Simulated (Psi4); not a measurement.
CH5Si: excited-state calculation (part 2 of 2)

The same run, continued: CH5Si, multiplicity 2, SMILES [CH2][SiH3]; EOM-CCSD/3-21G, UHF (Psi4 1.11). The geometry comes from this level: PBE0-D4/def2-TZVP.

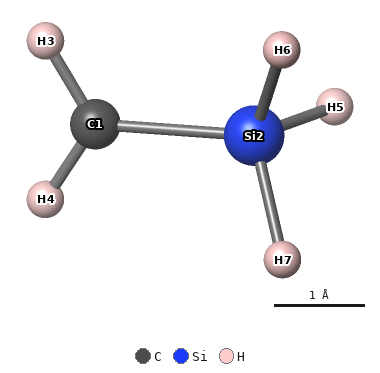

The input geometry (ball-and-stick view, seen at a tilt; atoms are numbered from 1 in the order of the input).

**The program's output, continued**
```
    Opposite-spin CCSD correlation energy     =   -0.141002796703642
    Same-spin CCSD correlation energy         =   -0.019870332573312
    Singles CCSD correlation energy           =   -0.000000000000000
    CCSD correlation energy                   =   -0.160873129276953
      * CCSD total energy                     = -328.056850866459115

			**************************
			*                        *
			*         CCHBAR         *
			*                        *
			**************************

	**********************************************************
	*  CCEOM: An Equation of Motion Coupled Cluster Program  *
	**********************************************************

	Nuclear Rep. energy (wfn)     =   56.021934784148904
	SCF energy          (wfn)     = -327.895977737181852
	Reference energy    (file100) = -327.895977737182136
	CCSD energy         (file100) =   -0.160873129276953

	Input parameters:
	-----------------
	Reference wfn   =     UHF
	Reference EOM wfn=     UHF
	Memory (Mbytes) =  1600.0
	ABCD            =     NEW
	Cache Level     =    2
	Cache Type      =     LRU
	Num. of threads =     1
	Local CC        =     No

	CCEOM parameters:
	-----------------
	States sought per irrep     = A 4,
	Max. number of iterations   =    80
	Vectors stored per root     =    12
	Print HbarSS iterations?    =     0
	Excitation range for HBarSS =     2
	Eigenvalue tolerance        = 1.0e-06
	Eigenvalue toleranceSS      = 1.0e-06
	Residual vector tolerance   = 1.0e-06
	Residual vector toleranceSS = 1.0e-06
	Complex tolerance           = 1.0e-12
	Root for properties         =     4
	Sym of state for properties =      A
	Guess vectors taken from    = SINGLES
	Restart EOM CC3             = NO
	Collapse with last vector   = YES

Fae   dot Fae   total   35.1097406274
Fmi   dot Fmi   total    5.2302634890
WmBeJ and WMbEj dots    0.5338654290
Symmetry of ground state: A
Symmetry of excited state: A
Symmetry of right eigenvector: A
Obtaining initial guess from singles-singles block of Hbar...Done.

Iter=1    L=4     Root    EOM Energy     Delta E   Res. Norm    Conv?
                     1   0.2546275406   2.55e-01    2.66e-01      N
                     2   0.3132402372   3.13e-01    2.87e-01      N
                     3   0.3293525282   3.29e-01    2.67e-01      N
                     4   0.3411100045   3.41e-01    2.39e-01      N
Iter=2    L=8     Root    EOM Energy     Delta E   Res. Norm    Conv?
                     1   0.2080113233  -4.66e-02    5.97e-02      N
                     2   0.2565320451  -5.67e-02    7.32e-02      N
                     3   0.2675250033  -6.18e-02    5.95e-02      N
                     4   0.2881520201  -5.30e-02    9.19e-02      N
Iter=3    L=12    Root    EOM Energy     Delta E   Res. Norm    Conv?
                     1   0.2049770181  -3.03e-03    2.73e-02      N
                     2   0.2512008211  -5.33e-03    4.45e-02      N
                     3   0.2642097109  -3.32e-03    2.60e-02      N
                     4   0.2726303137  -1.55e-02    8.76e-02      N
Iter=4    L=16    Root    EOM Energy     Delta E   Res. Norm    Conv?
                     1   0.2043420701  -6.35e-04    1.24e-02      N
                     2   0.2486427187  -2.56e-03    3.50e-02      N
                     3   0.2607700710  -3.44e-03    4.56e-02      N
                     4   0.2639455232  -8.68e-03    1.98e-02      N
Iter=5    L=20    Root    EOM Energy     Delta E   Res. Norm    Conv?
                     1   0.2041545439  -1.88e-04    5.49e-03      N
                     2   0.2464144642  -2.23e-03    2.57e-02      N
                     3   0.2586006264  -2.17e-03    2.15e-02      N
                     4   0.2635135489  -4.32e-04    9.50e-03      N
Iter=6    L=24    Root    EOM Energy     Delta E   Res. Norm    Conv?
                     1   0.2041194054  -3.51e-05    2.53e-03      N
                     2   0.2456059947  -8.08e-04    1.43e-02      N
                     3   0.2580825556  -5.18e-04    1.12e-02      N
                     4   0.2634041832  -1.09e-04    4.52e-03      N
Iter=7    L=28    Root    EOM Energy     Delta E   Res. Norm    Conv?
                     1   0.2041227520   3.35e-06    1.15e-03      N
                     2   0.2454592680  -1.47e-04    6.73e-03      N
                     3   0.2579819598  -1.01e-04    5.98e-03      N
                     4   0.2633827267  -2.15e-05    1.99e-03      N
Iter=8    L=32    Root    EOM Energy     Delta E   Res. Norm    Conv?
                     1   0.2041219090  -8.43e-07    5.53e-04      N
                     2   0.2453837877  -7.55e-05    3.84e-03      N
                     3   0.2579507349  -3.12e-05    3.30e-03      N
                     4   0.2633801802  -2.55e-06    9.23e-04      N
Iter=9    L=36    Root    EOM Energy     Delta E   Res. Norm    Conv?
                     1   0.2041207608  -1.15e-06    2.69e-04      N
                     2   0.2453682748  -1.55e-05    1.92e-03      N
                     3   0.2579355927  -1.51e-05    1.65e-03      N
                     4   0.2633790345  -1.15e-06    4.85e-04      N
Iter=10   L=40    Root    EOM Energy     Delta E   Res. Norm    Conv?
                     1   0.2041207228  -3.81e-08    1.09e-04      N
                     2   0.2453643776  -3.90e-06    7.54e-04      N
                     3   0.2579355307  -6.20e-08    8.02e-04      N
                     4   0.2633785392  -4.95e-07    2.90e-04      N
Iter=11   L=44    Root    EOM Energy     Delta E   Res. Norm    Conv?
                     1   0.2041207339   1.11e-08    4.45e-05      N
                     2   0.2453623595  -2.02e-06    3.96e-04      N
                     3   0.2579324460  -3.08e-06    3.58e-04      N
                     4   0.2633780536  -4.86e-07    1.63e-04      N
Iter=12   L=48    Root    EOM Energy     Delta E   Res. Norm    Conv?
                     1   0.2041207957   6.18e-08    1.60e-05      N
                     2   0.2453624597   1.00e-07    2.25e-04      N
                     3   0.2579317085  -7.37e-07    1.64e-04      N
                     4   0.2633780909   3.73e-08    7.22e-05      N
Iter=13   L=8     Root    EOM Energy     Delta E   Res. Norm    Conv?
                     1   0.2041207957  -8.24e-15    1.60e-05      N
                     2   0.2453624597  -1.05e-15    2.25e-04      N
                     3   0.2579317085  -3.89e-16    1.64e-04      N
                     4   0.2633780909  -8.33e-16    7.22e-05      N
Iter=14   L=12    Root    EOM Energy     Delta E   Res. Norm    Conv?
                     1   0.2041208058   1.01e-08    6.07e-06      N
                     2   0.2453619269  -5.33e-07    1.43e-04      N
                     3   0.2579320230   3.15e-07    8.79e-05      N
                     4   0.2633782116   1.21e-07    3.22e-05      N
Iter=15   L=16    Root    EOM Energy     Delta E   Res. Norm    Conv?
                     1   0.2041208063   5.19e-10    2.85e-06      N
                     2   0.2453619766   4.97e-08    9.06e-05      N
                     3   0.2579316997  -3.23e-07    4.93e-05      N
                     4   0.2633781879  -2.37e-08    1.47e-05      N
Iter=16   L=20    Root    EOM Energy     Delta E   Res. Norm    Conv?
                     1   0.2041208042  -2.10e-09    1.26e-06      N
                     2   0.2453618486  -1.28e-07    4.84e-05      N
                     3   0.2579316977  -2.02e-09    2.34e-05      N
                     4   0.2633781837  -4.22e-09    6.79e-06      N
Iter=17   L=24    Root    EOM Energy     Delta E   Res. Norm    Conv?
                     1   0.2041208043   1.55e-10    5.16e-07      Y
                     2   0.2453619155   6.69e-08    2.38e-05      N
                     3   0.2579317370   3.93e-08    9.81e-06      N
                     4   0.2633781876   3.94e-09    3.20e-06      N
Iter=18   L=27    Root    EOM Energy     Delta E   Res. Norm    Conv?
                     1   0.2041208043  -1.86e-11    4.82e-07      Y
                     2   0.2453619413   2.58e-08    1.18e-05      N
                     3   0.2579317379   8.73e-10    3.98e-06      N
                     4   0.2633781897   2.02e-09    1.49e-06      N
Iter=19   L=30    Root    EOM Energy     Delta E   Res. Norm    Conv?
                     1   0.2041208043  -5.15e-11    4.80e-07      Y
                     2   0.2453619466   5.29e-09    5.94e-06      N
                     3   0.2579317337  -4.11e-09    1.65e-06      N
                     4   0.2633781902   5.80e-10    6.95e-07      Y
Iter=20   L=32    Root    EOM Energy     Delta E   Res. Norm    Conv?
                     1   0.2041208042  -2.00e-11    4.78e-07      Y
                     2   0.2453619461  -4.81e-10    3.08e-06      N
                     3   0.2579317365   2.71e-09    7.02e-07      Y
                     4   0.2633781903   4.43e-11    5.72e-07      Y
Iter=21   L=33    Root    EOM Energy     Delta E   Res. Norm    Conv?
                     1   0.2041208042   2.88e-13    4.78e-07      Y
                     2   0.2453619480   1.80e-09    1.66e-06      N
                     3   0.2579317365   4.90e-12    7.00e-07      Y
                     4   0.2633781903  -2.18e-11    5.54e-07      Y
Iter=22   L=34    Root    EOM Energy     Delta E   Res. Norm    Conv?
                     1   0.2041208042  -5.19e-13    4.78e-07      Y
                     2   0.2453619489   9.14e-10    7.77e-07      Y
                     3   0.2579317365  -5.40e-12    6.99e-07      Y
                     4   0.2633781903   1.50e-12    5.46e-07      Y
Collapsing to only 4 vector(s).

Procedure converged for 4 root(s).
Energy written to CC_INFO:Etot -327.7934726762
States per irrep written to CC_INFO.
<R|R> =   1.0000000000000000
EOM CCSD R0 for root 0 =  -0.00083959842
<R|R> =   1.0000000000000000
EOM CCSD R0 for root 1 =  -0.00003660850
<R|R> =   1.0000000000000002
EOM CCSD R0 for root 2 =  -0.04139148358
<R|R> =   1.0000000000000000
EOM CCSD R0 for root 3 =   0.00600654164

Final Energetic Summary for Converged Roots of Irrep A
                     Excitation Energy              Total Energy
                (eV)     (cm^-1)     (au)             (au)
EOM State 1      5.554    44799.3   0.2041208042  -327.852730062227

Largest components of excited wave function #1:
 RIA (libdpd indices) : (cscf notation)
         6 >   0      :       13a >    14a :   -0.1013851313
         6 >   9      :       13a >    23a :   -0.0331156193
         5 >   1      :       12a >    15a :   -0.0234528459
         6 >   2      :       13a >    16a :    0.0204494173
         4 >   2      :       11a >    16a :    0.0187602874
 Ria (libdpd indices) : (cscf notation)
         4 >   0      :       11a >    13a :    0.8639095691
         3 >   0      :       10a >    13a :    0.3040495403
         4 >   3      :       11a >    16a :   -0.2479308605
         1 >   0      :        8a >    13a :   -0.1315487505
         4 >  13      :       11a >    26a :    0.0882945040
 RIjAb (libdpd indices)     : (cscf notation)
        6   4 >   2   0     :    13a    11a >    16a    13a :    0.0546685080
        6   4 >   2   3     :    13a    11a >    16a    16a :   -0.0540415390
        6   4 >  10  13     :    13a    11a >    24a    26a :   -0.0372257936
        6   4 >   2  13     :    13a    11a >    16a    26a :    0.0292741527
        6   3 >   3   0     :    13a    10a >    17a    13a :   -0.0258548119
 RIJAB (libdpd indices)     : (cscf notation)
        6   5 >   1   0     :    13a    12a >    15a    14a :   -0.0046970951
        6   3 >   2   0     :    13a    10a >    16a    14a :    0.0029888980
        6   4 >   2   0     :    13a    11a >    16a    14a :   -0.0023103533
        6   3 >   5   0     :    13a    10a >    19a    14a :   -0.0020008390
        6   2 >   4   0     :    13a     9a >    18a    14a :    0.0018897060
 Rijab (libdpd indices)     : (cscf notation)
        4   1 >  10   0     :    11a     8a >    23a    13a :   -0.0172867275
        4   1 >   1   0     :    11a     8a >    14a    13a :   -0.0169664210
        4   0 >  10   0     :    11a     7a >    23a    13a :   -0.0168511333
        4   1 >   6   0     :    11a     8a >    19a    13a :    0.0156951299
        2   0 >   5   0     :     9a     7a >    18a    13a :    0.0140448365
EOM State 2      6.677    53850.7   0.2453619489  -327.811488917591

Largest components of excited wave function #2:
 RIA (libdpd indices) : (cscf notation)
         6 >   1      :       13a >    15a :   -0.0998709551
         6 >   4      :       13a >    18a :   -0.0628425746
         5 >   3      :       12a >    17a :    0.0361911129
         4 >   1      :       11a >    15a :   -0.0230892609
         5 >   5      :       12a >    19a :   -0.0222651898
 Ria (libdpd indices) : (cscf notation)
         5 >   0      :       12a >    13a :    0.7645640766
         2 >   0      :        9a >    13a :    0.4917170859
         2 >   3      :        9a >    16a :   -0.2098773365
         5 >   3      :       12a >    16a :   -0.1392481022
         2 >  13      :        9a >    26a :    0.0629883809
 RIjAb (libdpd indices)     : (cscf notation)
        6   5 >   2   0     :    13a    12a >    16a    13a :    0.1031690372
        6   5 >   2   3     :    13a    12a >    16a    16a :   -0.0665522694
        6   5 >   3   0     :    13a    12a >    17a    13a :   -0.0534919949
        5   5 >   1   0     :    12a    12a >    15a    13a :    0.0504813550
        3   5 >   2   0     :    10a    12a >    16a    13a :    0.0406638366
 RIJAB (libdpd indices)     : (cscf notation)
        4   3 >   1   0     :    11a    10a >    15a    14a :    0.0035325381
        6   4 >   2   1     :    13a    11a >    16a    15a :   -0.0022222955
        6   3 >   5   1     :    13a    10a >    19a    15a :   -0.0021959028
        6   3 >   2   1     :    13a    10a >    16a    15a :    0.0020123748
        4   3 >   9   1     :    11a    10a >    23a    15a :   -0.0020045350
 Rijab (libdpd indices)     : (cscf notation)
        5   4 >   1   0     :    12a    11a >    14a    13a :    0.0416446750
        4   2 >  10   0     :    11a     9a >    23a    13a :    0.0221385762
        5   4 >   3   1     :    12a    11a >    16a    14a :    0.0201530024
        5   4 >  10   0     :    12a    11a >    23a    13a :    0.0183940145
        2   1 >   6   0     :     9a     8a >    19a    13a :   -0.0178575977
EOM State 3      7.019    56609.5   0.2579317365  -327.798919130006

Largest components of excited wave function #3:
 RIA (libdpd indices) : (cscf notation)
         6 >   2      :       13a >    16a :    0.2637459501
         6 >   0      :       13a >    14a :    0.1248268816
         6 >   3      :       13a >    17a :    0.0774235526
         3 >   2      :       10a >    16a :   -0.0684719180
         6 >   7      :       13a >    21a :    0.0448428706
 Ria (libdpd indices) : (cscf notation)
         3 >   0      :       10a >    13a :   -0.7946619979
         4 >   0      :       11a >    13a :    0.2824924114
         3 >   3      :       10a >    16a :    0.0745225646
         3 >  13      :       10a >    26a :   -0.0522688210
         4 >   1      :       11a >    14a :   -0.0365723763
 RIjAb (libdpd indices)     : (cscf notation)
        6   3 >   2   0     :    13a    10a >    16a    13a :   -0.2190530413
        6   3 >   2   3     :    13a    10a >    16a    16a :    0.1115418270
        6   4 >   2   0     :    13a    11a >    16a    13a :    0.1031813033
        4   3 >   0   0     :    11a    10a >    14a    13a :    0.0651217656
        6   4 >   5   0     :    13a    11a >    19a    13a :   -0.0569860914
 RIJAB (libdpd indices)     : (cscf notation)
        6   5 >   2   1     :    13a    12a >    16a    15a :   -0.0110416591
        4   3 >   2   0     :    11a    10a >    16a    14a :   -0.0107772724
        4   3 >   9   2     :    11a    10a >    23a    16a :    0.0064340997
        6   4 >   5   2     :    13a    11a >    19a    16a :    0.0060539444
        6   4 >   2   0     :    13a    11a >    16a    14a :    0.0060260574
 Rijab (libdpd indices)     : (cscf notation)
        4   3 >   1   0     :    11a    10a >    14a    13a :    0.0626197772
        4   3 >  10   0     :    11a    10a >    23a    13a :    0.0349264457
        4   3 >   6   0     :    11a    10a >    19a    13a :   -0.0277068769
        4   3 >   3   1     :    11a    10a >    16a    14a :    0.0251021286
        3   2 >   2   0     :    10a     9a >    15a    13a :   -0.0205187851
EOM State 4      7.167    57804.8   0.2633781903  -327.793472676190

Largest components of excited wave function #4:
 RIA (libdpd indices) : (cscf notation)
         6 >   0      :       13a >    14a :    0.9086793718
         6 >   3      :       13a >    17a :    0.1991443553
         6 >   9      :       13a >    23a :    0.0756287831
         3 >   3      :       10a >    17a :    0.0732303295
         3 >   0      :       10a >    14a :    0.0621826186
 Ria (libdpd indices) : (cscf notation)
         3 >   0      :       10a >    13a :    0.1564574144
         0 >   0      :        7a >    13a :   -0.0598652803
         1 >   0      :        8a >    13a :   -0.0563731203
         4 >   0      :       11a >    13a :    0.0390377540
         0 >   3      :        7a >    16a :    0.0361859772
 RIjAb (libdpd indices)     : (cscf notation)
        6   3 >   0   0     :    13a    10a >    14a    13a :   -0.0790789102
        6   4 >   0   1     :    13a    11a >    14a    14a :    0.0636380357
        3   3 >   0   0     :    10a    10a >    14a    13a :   -0.0561941309
        3   4 >   0   0     :    10a    11a >    14a    13a :    0.0489367394
        6   4 >   0  10     :    13a    11a >    14a    23a :    0.0444923256
 RIJAB (libdpd indices)     : (cscf notation)
        6   5 >   1   0     :    13a    12a >    15a    14a :    0.0410041834
        6   3 >   2   0     :    13a    10a >    16a    14a :   -0.0261998888
        6   4 >   5   0     :    13a    11a >    19a    14a :    0.0231274066
        6   4 >   9   0     :    13a    11a >    23a    14a :   -0.0224960176
        6   3 >   5   0     :    13a    10a >    19a    14a :    0.0216898983
 Rijab (libdpd indices)     : (cscf notation)
        4   3 >   1   0     :    11a    10a >    14a    13a :   -0.0103112373
        4   3 >  10   0     :    11a    10a >    23a    13a :   -0.0054332668
        4   3 >   6   0     :    11a    10a >    19a    13a :    0.0045936746
        3   2 >   2   0     :    10a     9a >    15a    13a :    0.0042262277
        4   3 >   3   1     :    11a    10a >    16a    14a :   -0.0041456980

	Putting into environment energy for root of R irrep 1 and root 4.
	Putting into environment CURRENT ENERGY:             -327.7934726762

	Total # of sigma evaluations: 74
```

**Standard output**
```
total energy -327.79347268 hartree = -8919.71471 eV
```

The run was set up as follows.

**Input file (job.py)**
```python
import psi4

psi4.set_memory('1600 MB')
psi4.set_num_threads(1)
psi4.core.set_output_file('output.dat', False)

mol = psi4.geometry("""
0 2
C
Si 1 1.839849
H 1 1.085279 2 122.55705
H 1 1.085173 3 114.80836 2 -177.65055
H 2 1.492117 1 111.26705 4 89.58571
H 2 1.487318 5 107.67125 1 -121.05597
H 2 1.487176 6 109.38021 5 116.8003
units angstrom
symmetry c1
""")

psi4.set_options({
    'basis': '3-21G',
    'reference': 'uhf',
    'scf_type': 'pk',
    'freeze_core': True,
    'roots_per_irrep': [4],
})

e, wfn = psi4.energy('eom-ccsd', molecule=mol, return_wfn=True)
print(f'total energy {e:.8f} hartree = {e * 27.211386:.5f} eV')
```

Run as:
```bash
python job.py
```

**Key numbers**

| quantity | value |
| --- | --- |
| outcome | converged |
| total energy | −328.056851 hartree |
| SCF energy | −327.895978 hartree |
| MP2 energy | −328.023869 hartree |
| CCSD energy | −328.056851 hartree |
| basis functions | 32 |
| T1 diagnostic | 0.015 |
| ⟨S²⟩ | 0.763 |
| hardware | 1 thread of AMD EPYC (Zen 3), 192 GiB of memory available, shared host |
| wall time | 17 s |
| peak memory | 0.17 GiB |
